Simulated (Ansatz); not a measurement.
# BH7N2OSn: basis-set convergence

How large a basis does BH7N2OSn need? Two functionals are run in growing sets.

Method: one geometry, several basis sets; program: Ansatz 0.2.0, Gaussian basis.

The runs, in order: PBE0-D4/def2-SVP; ωB97M-V/def2-SVP; PBE0-D4/def2-QZVPP; ωB97M-V/def2-QZVPP; the functionals' def2-TZVPP values are taken from earlier runs.

**1. Structure used throughout**

An earlier PBE0-D4 in a triple-zeta def2 set relaxation fixed the geometry. Sn takes the def2 core potential; no spin-orbit term is included.

SMILES `B[NH][SnH]([NH2])[OH]`, 12 atoms, charge 0, spin multiplicity 1.

Atoms are counted from 1 here; the program's logs count them from 0.

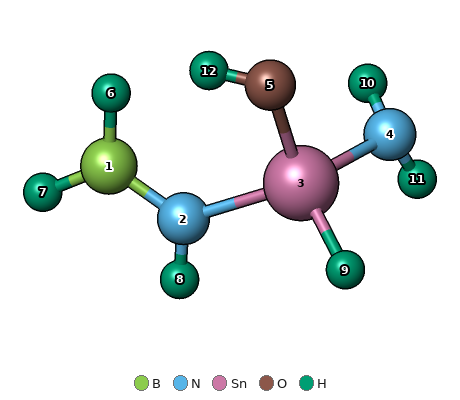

The geometry (boron green, nitrogen blue, tin pink, oxygen brown, hydrogen teal); atoms are numbered from 1 in the order of the file.

**2. PBE0-D4 in def2-SVP**

The input, in.yaml:

```yaml
crystal:
  periodic: [false, false, false]
  atoms:
    - {symbol: B, position_ang: [-2.067096, -0.018074, -0.156954]}
    - {symbol: N, position_ang: [-0.986696, -0.743340, 0.329967]}
    - {symbol: Sn, position_ang: [0.905726, -0.005855, 0.604820]}
    - {symbol: N, position_ang: [2.167186, -0.335166, -0.921020]}
    - {symbol: O, position_ang: [0.650452, 1.924904, 0.652535]}
    - {symbol: H, position_ang: [-1.916865, 1.140769, -0.449799]}
    - {symbol: H, position_ang: [-3.141592, -0.534648, -0.287355]}
    - {symbol: H, position_ang: [-1.143350, -1.712111, 0.569625]}
    - {symbol: H, position_ang: [1.573726, -0.627430, 2.039601]}
    - {symbol: H, position_ang: [1.828122, -0.007909, -1.815992]}
    - {symbol: H, position_ang: [2.476709, -1.292216, -1.024308]}
    - {symbol: H, position_ang: [-0.269419, 2.155876, 0.492983]}
basis:
  gaussian: {orbitals: def2-SVP}
hamiltonian: {xc: pbe0, dispersion: d4}
output: {orbitals: {seedname: orbitals}}
```

Command:

```
> ansatz run in.yaml --threads 4 --pin off --events-out ev --progress --plain --max-ram 10444MiB
```

Standard output:

```text
Functional definition: PBE0
  name "PBE0"
  cite "Adamo & Barone, J. Chem. Phys. 110, 6158 (1999) doi:10.1063/1.478522"
  cite "Perdew, Burke & Ernzerhof, Phys. Rev. Lett. 77, 3865 (1996) doi:10.1103/PhysRevLett.77.3865"
  parent pbe
  parameter a = 0.25
  parameter kappa = 0.804
  parameter beta = 0.06672455060314922
  exchange = (1 - a)*pbe_x(kappa = kappa, mu = beta*pi^2/3) + a*exact_x
  correlation = pbe_c(beta = beta)
1401 factors; their error is unknown
mean field evaluation 1: about -11625.1090 eV, gradient 8.2e1 eV
mean field evaluation 2: about -11603.8040 eV, gradient 1.3e2 eV
mean field evaluation 4: about -11638.5219 eV, gradient 7.6e0 eV
mean field evaluation 8: about -11638.6370 eV, gradient 3.3e-1 eV
mean field evaluation 16: about -11638.7054 eV, gradient 3.8e-4 eV
mean field -11638.70538998 eV, -427.7145340838 hartree, gradient 4.1e-5 eV, S^2 0.000000; 0 other end points of the search recorded, 0 dependent functions left out
reference -11638.70542384 eV, -427.7145353283 hartree; 28, 28 occupied and 89, 89 virtual orbitals, 1401 factors
Total energy: -11638.91971265 eV, -427.7224102969 hartree
```

Run time: 1.1 s. Hardware: 4 threads of Arm Neoverse V2, shared host.

**3. ωB97M-V in def2-SVP**

in.yaml: that of step 2 with these lines changed.

```diff
@@ -17,3 +17,3 @@
   gaussian: {orbitals: def2-SVP}
-hamiltonian: {xc: pbe0, dispersion: d4}
+hamiltonian: {xc: {name: wB97M-V}}
 output: {orbitals: {seedname: orbitals}}
```

Launched as before.

Standard output, shortened:

```text
Functional definition: wB97M-V
  name "wB97M-V"
  cite "Mardirossian & Head-Gordon, J. Chem. Phys. 144, 214110 (2016) doi:10.1063/1.4952647"
  cite "Becke, J. Chem. Phys. 107, 8554 (1997) doi:10.1063/1.475007"
  cite "Vydrov & Van Voorhis, J. Chem. Phys. 133, 244103 (2010) doi:10.1063/1.3521275"
  # Of w^i u^j: cxij and so on, Table III.
[...]
  gx(w, u) = 1 - cx + cx01*u + cx10*w
  gss(w, u) = css00 + css04*u^4 + css10*w + css20*w^2 + css43*w^4*u^3
  gos(w, u) = cos00 + cos10*w + (cos20 + cos21*u)*w^2 + (cos60 + cos61*u)*w^6
[...]
      + integral(e_c_pw_mod_opposite_spin*gos(b97_w_opposite, b97_u_opposite)) + vv10(b, c)
1387 factors; their error is unknown
351 factors; integrals over basis functions are off by at most 1.3e-5 eV
[...]
mean field -11641.49272540 eV, -427.8169667712 hartree, gradient 3.8e-5 eV, S^2 0.000000; 0 other end points of the search recorded, 0 dependent functions left out
reference -11641.49277771 eV, -427.8169686937 hartree; 28, 28 occupied and 89, 89 virtual orbitals, 1387 factors
Total energy: -11641.49277771 eV, -427.8169686937 hartree
```

Wall time 4.1 s (4 threads of Arm Neoverse V2, shared host).

**4. PBE0-D4 in def2-QZVPP**

in.yaml: that of step 3 with these lines changed.

```diff
@@ -16,4 +16,4 @@
 basis:
-  gaussian: {orbitals: def2-SVP}
-hamiltonian: {xc: {name: wB97M-V}}
+  gaussian: {orbitals: "def2-QZVPP.json"}
+hamiltonian: {xc: pbe0, dispersion: d4}
 output: {orbitals: {seedname: orbitals}}
```

The command is unchanged.

Standard output:

```text
Functional definition: PBE0
  name "PBE0"
  cite "Adamo & Barone, J. Chem. Phys. 110, 6158 (1999) doi:10.1063/1.478522"
  cite "Perdew, Burke & Ernzerhof, Phys. Rev. Lett. 77, 3865 (1996) doi:10.1103/PhysRevLett.77.3865"
  parent pbe
  parameter a = 0.25
  parameter kappa = 0.804
  parameter beta = 0.06672455060314922
  exchange = (1 - a)*pbe_x(kappa = kappa, mu = beta*pi^2/3) + a*exact_x
  correlation = pbe_c(beta = beta)
1632 factors; their error is unknown
mean field evaluation 1: about -11628.6388 eV, gradient 1.0e2 eV
mean field evaluation 2: about -11594.2107 eV, gradient 1.6e2 eV
mean field evaluation 4: about -11646.4847 eV, gradient 1.1e1 eV
mean field evaluation 8: about -11646.6825 eV, gradient 2.8e-1 eV
mean field evaluation 16: about -11646.7474 eV, gradient 3.3e-4 eV
mean field -11646.74736254 eV, -428.0100711243 hartree, gradient 8.3e-5 eV, S^2 0.000000; 0 other end points of the search recorded, 0 dependent functions left out
reference -11646.74740973 eV, -428.0100728586 hartree; 28, 28 occupied and 492, 492 virtual orbitals, 1632 factors
Total energy: -11646.96169854 eV, -428.0179478272 hartree
```

Run time: 8 s. Hardware: 4 threads of Arm Neoverse V2, shared host; peak memory 1.9 GiB.

**5. ωB97M-V in def2-QZVPP**

in.yaml: that of step 4 with these lines changed.

```diff
@@ -17,3 +17,3 @@
   gaussian: {orbitals: "def2-QZVPP.json"}
-hamiltonian: {xc: pbe0, dispersion: d4}
+hamiltonian: {xc: {name: wB97M-V}}
 output: {orbitals: {seedname: orbitals}}
```

Same command.

Standard output, shortened:

```text
Functional definition: wB97M-V
  name "wB97M-V"
  cite "Mardirossian & Head-Gordon, J. Chem. Phys. 144, 214110 (2016) doi:10.1063/1.4952647"
  cite "Becke, J. Chem. Phys. 107, 8554 (1997) doi:10.1063/1.475007"
  cite "Vydrov & Van Voorhis, J. Chem. Phys. 133, 244103 (2010) doi:10.1063/1.3521275"
  # Of w^i u^j: cxij and so on, Table III.
[...]
  gx(w, u) = 1 - cx + cx01*u + cx10*w
  gss(w, u) = css00 + css04*u^4 + css10*w + css20*w^2 + css43*w^4*u^3
  gos(w, u) = cos00 + cos10*w + (cos20 + cos21*u)*w^2 + (cos60 + cos61*u)*w^6
[...]
      + integral(e_c_pw_mod_opposite_spin*gos(b97_w_opposite, b97_u_opposite)) + vv10(b, c)
1615 factors; their error is unknown
445 factors; integrals over basis functions are off by at most 1.0e-5 eV
[...]
mean field -11649.77989338 eV, -428.1215145771 hartree, gradient 4.2e-5 eV, S^2 0.000000; 0 other end points of the search recorded, 0 dependent functions left out
reference -11649.77997127 eV, -428.1215174398 hartree; 28, 28 occupied and 492, 492 virtual orbitals, 1615 factors
Total energy: -11649.77997127 eV, -428.1215174398 hartree
```

Wall time 18 s (4 threads of Arm Neoverse V2, shared host); peak memory 2.4 GiB.

**6. Functionals by basis**

The def2-TZVPP values come from earlier runs at the same geometry.

```csv
functional,basis,functions,energy (eV),from the largest (eV),HOMO (eV),LUMO (eV)
PBE0-D4,def2-SVP,117,-11638.9197,8.042,-7.38,-0.07
PBE0-D4,def2-TZVPP,272,-11646.5263,0.435,-7.60,-0.41
PBE0-D4,def2-QZVPP,520,-11646.9617,0.000,-7.64,-0.52
ωB97M-V,def2-SVP,117,-11641.4928,8.287,-9.73,1.89
ωB97M-V,def2-TZVPP,272,-11649.3680,0.412,-9.96,1.29
ωB97M-V,def2-QZVPP,520,-11649.7800,0.000,-10.00,0.91
```

**7. What came out**

```
                                       quantity          value
PBE0-D4: double and triple zeta above quadruple  8.04, 0.44 eV
ωB97M-V: double and triple zeta above quadruple  8.29, 0.41 eV
```

What this shows: For PBE0-D4 the step from double to triple zeta gains 7.61 eV and the next only 0.44 eV. These are total energies; as a rule much of such shifts cancels in differences, which this series doesn't test. The LUMO of ωB97M-V is positive and keeps falling with the basis (1.89 to 0.91 eV): an unbound level that the basis holds in place.

For PBE0-D4 the largest set took about 8 times as long as the smallest (8 s against 1.1 s).
